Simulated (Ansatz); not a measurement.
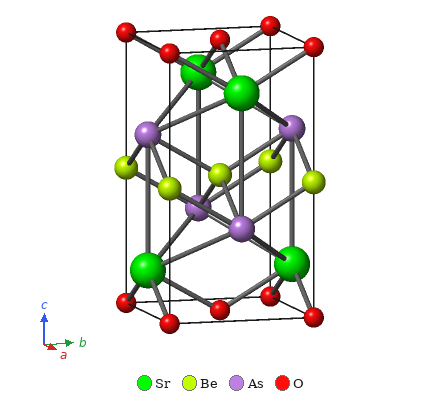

The structure; the drawing may span several cells.

Given this structure, coordinates from a relaxation (final pressure about 20 GPa) with DFT, PAW plane waves, pbe in Ansatz; the starting structure was generated, so it need not be a known form of this composition, written in its standard cell:

Space group P4/nmm:1 (No. 129). a = 3.943 Å, b = 3.943 Å, c = 7.161 Å, α = 90.00°, β = 90.00°, γ = 90.00°
```json
{"atom": "Sr", "site": "2c", "symmetry": "4mm", "x": "0.5000", "y": "0.0000", "z": "0.1590"}
{"atom": "Be", "site": "2b", "symmetry": "-4m2", "x": "0.0000", "y": "0.0000", "z": "0.5000"}
{"atom": "As", "site": "2c", "symmetry": "4mm", "x": "0.5000", "y": "0.0000", "z": "0.6608"}
{"atom": "O", "site": "2a", "symmetry": "-4m2", "x": "0.0000", "y": "0.0000", "z": "0.0000"}
```

### What does the kinematic electron diffraction pattern along [221] look like at 80 kV (B = 1 Å²)?

The spots form a centred rectangular net whose two shortest vectors correspond to d = 2.79 Å and 2.65 Å, 61.6° apart. They are -1 1 0 and -1 0 2. The pattern has symmetry 2mm. No reflection of this zone is absent.

Strongest reflections with d > 0.80 Å, one of each family (|F|² from tabulated Gaussian fits of the electron scattering factors, times a small damping for the curvature of the Ewald sphere):

```
    hkl  d (Å)  I (strongest = 100)
 1 0 -2  2.651                  100
 1 -1 0  2.788                   67
 2 -2 0  1.394                   45
2 -1 -2  1.582                   32
 1 1 -4  1.506                   29
3 -2 -2  1.046                    9
```

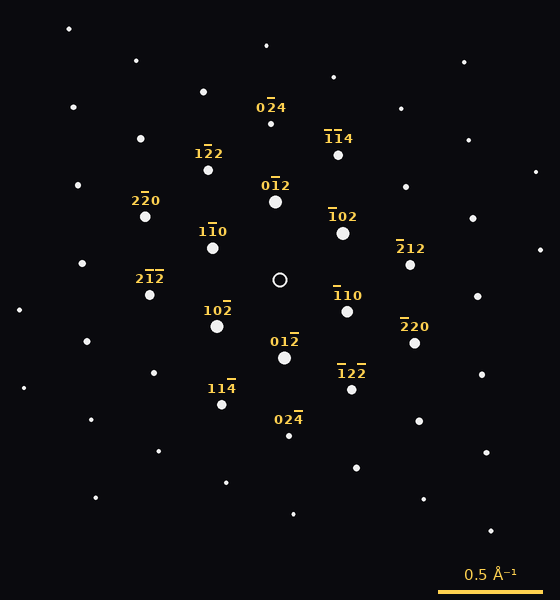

Calculated pattern, seen from the source side with [221] pointing towards the source.
